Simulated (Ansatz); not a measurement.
# H8Hf2O8 (charge +1, doublet): what the fields show

Input

```
crystal:
  periodic: [false, false, false]
  atoms:
    - {symbol: Hf, position_ang: [-0.574907, 1.459512, 0.889511]}
    - {symbol: O, position_ang: [0.819139, 2.762577, 1.406217]}
    - {symbol: O, position_ang: [-1.590817, 2.792131, -0.150311]}
    - {symbol: O, position_ang: [-1.593807, 0.970736, 2.432952]}
    - {symbol: O, position_ang: [-1.028560, -0.008225, -0.649804]}
    - {symbol: Hf, position_ang: [0.491313, -1.555131, -0.767742]}
    - {symbol: O, position_ang: [-0.004695, -1.843569, -2.655044]}
    - {symbol: O, position_ang: [2.428284, -1.729640, -1.136533]}
    - {symbol: O, position_ang: [-0.118759, -3.053653, 0.252518]}
    - {symbol: O, position_ang: [1.008490, -0.012421, 0.677248]}
    - {symbol: H, position_ang: [1.290797, 3.563214, 1.687449]}
    - {symbol: H, position_ang: [-1.974516, 3.593799, -0.540089]}
    - {symbol: H, position_ang: [-2.143826, 0.969934, 3.229520]}
    - {symbol: H, position_ang: [-1.785477, 0.057351, -1.260751]}
    - {symbol: H, position_ang: [-0.039541, -2.038058, -3.605228]}
    - {symbol: H, position_ang: [3.277838, -2.060453, -1.471361]}
    - {symbol: H, position_ang: [-0.348386, -3.938832, 0.570582]}
    - {symbol: H, position_ang: [1.887433, 0.070718, 1.090868]}
basis:
  gaussian: {orbitals: def2-TZVP, initial_orbitals: start.molden}
total_charge: 1
magnetization: {spin_polarized: true, initial_magnetization: 1}
hamiltonian: {xc: pbe0, dispersion: d4}
scf: {omitted_lower_state_checks: [starts]}
output: {orbitals: {seedname: orbitals}}
```

Launched as:

```sh
ansatz run in.yaml --threads 2 --pin off --events-out ev --progress --plain --max-ram 20480MiB --backend cuda --devices 0, --max-vram 18GiB
```

Geometry: PBE-D4/def2-SVP; core potentials replace the inner electrons of Hf.

Computed with UKS PBE0-D4/def2-TZVP (Ansatz 0.2.0).

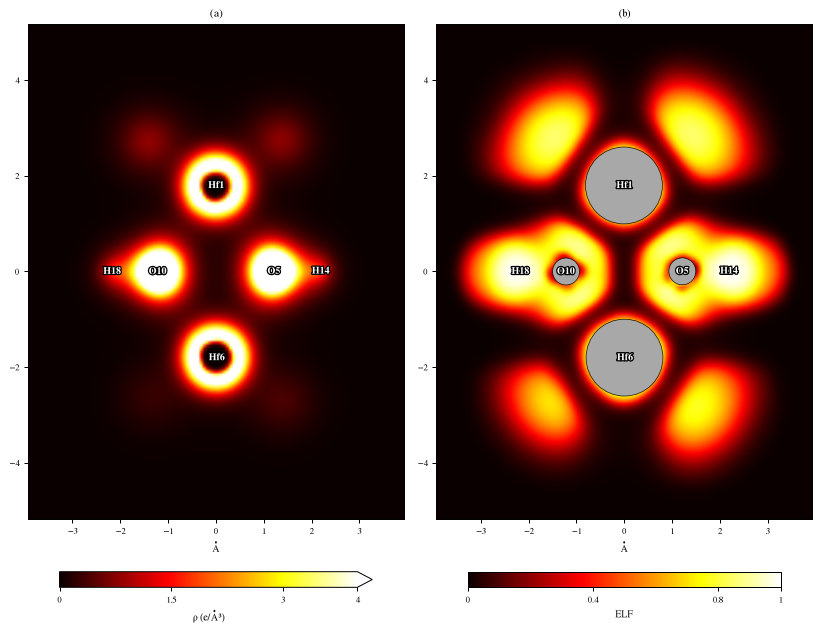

Figure 1. (a) electron density; (b) ELF on the plane of atoms O5, Hf6 and O10. Grey discs cover the atomic cores in the ELF map.

What does the map show?

The section cuts through Hf, O and H sites. O–H (0.97 Å): ρ is about 3.7 e/Å³ halfway; the ELF climbs to about 1 towards the hydrogen, as it does in any bond to H; a covalent bond by its length. Hf–O (2.17 Å): ρ is about 0.51 e/Å³ halfway; the ELF peaks at about 0.90 in the valence shell of O, 0.6 Å from its nucleus, and drops to about 0.15 between the two atoms.

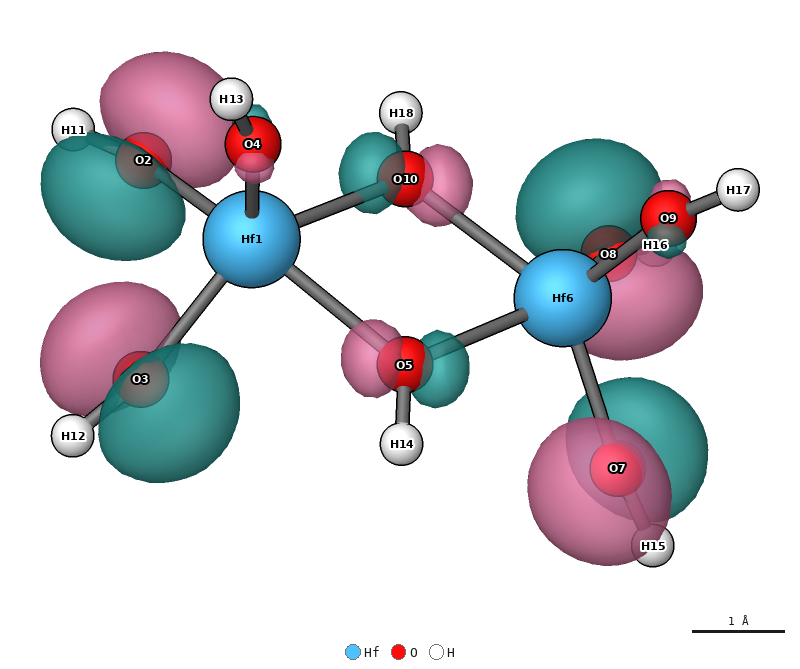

Figure 2. The LUMO (β) at ±0.1 Å⁻³ᐟ² (teal and pink are the two phases), seen at a tilt.

Where does this orbital lie, and at what energy?

It lies mainly on O8 (about 20 %), O2 (about 20 %), O3 (about 20 %) and O7 (about 20 %). Its energy is −10.73 eV.

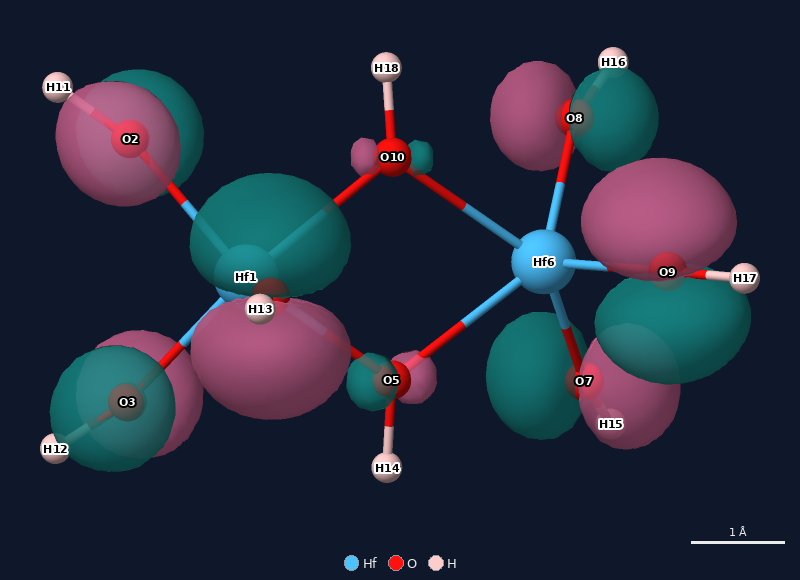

Figure 3. The HOMO−1 (β) at ±0.1 Å⁻³ᐟ² (teal and pink are the two phases), seen at a tilt.

Describe this orbital and give its energy.

By Hirshfeld shares it lies mainly on O9 (about 25 %), O4 (about 25 %), O3 (about 10 %), O7 (about 10 %) and O2 (about 10 %); largely a combination of lone pairs on O9, O4, O3, O7 and O2. Its energy is −12.59 eV.
